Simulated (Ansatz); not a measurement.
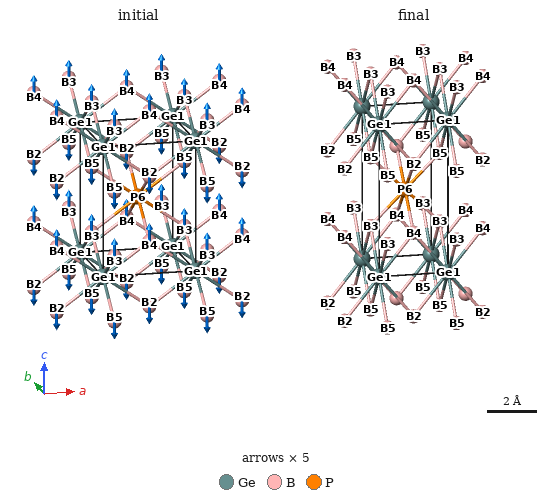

The structure of a crystal of GeB4P (a generated structure, set up in P4/mmm) (coarse preliminary run) before (left) and after (right) a relaxation, at one scale. The blue arrows give the displacements (the part carried along by the change of the cell is left out), 5 times their true length.

A ball-and-stick model of the cell of the calculation, seen slightly off an axis.

Computed with DFT PBE, scalar-relativistic, plane waves, PAW (Ansatz 0.2.0). (plane-wave cutoff 420 eV; k-point mesh 4 × 4 × 4; occupations gaussian; smearing width 0.1 eV; no spin polarisation; cell and atoms relaxed; force threshold 0.04 eV/Å; at most 70 steps)

Question: Describe what moved and what it gained.

Answer: The largest moves relative to the cell, 0.16 Å, are those of B2, B3, B4 and B5. B3 goes along +c. P and Ge stay in place. Cell: a = b 3.963 → 2.949 Å (−25.6 %), c 5.589 → 6.549 Å (+17.2 %). Volume −35.1 %. Some distances before and after: P6–P6 3.963 → 2.949 Å, B2–B5 2.802 → 2.085 Å, B2–P6 2.422 → 2.086 Å, Ge1–B2 2.428 → 2.326 Å. Among the angles between lasting bonds that change: Ge1–B3–Ge1 109.4° → 78.7°. The space group stays P4/mmm (No. 123). After 12 accepted moves (15 points after the start) the energy has fallen by 4.556 eV per cell of the calculation. The largest force component goes from 0.27 to 0.006 eV/Å. The pressure goes from −19.44 to 0.01 GPa. The line search rejected the trial step at point 10 of the run. At 2 points the geometry stayed and the basis and grid were re-selected for the new cell (energy shift of 12.0 meV per cell of the calculation at most each time). The run took 45 s on 1 thread of Arm Neoverse V1 (shared host), peak memory 0.35 GiB.

Limits of the set-up: the k-point mesh is coarse for a cell with partly filled bands.
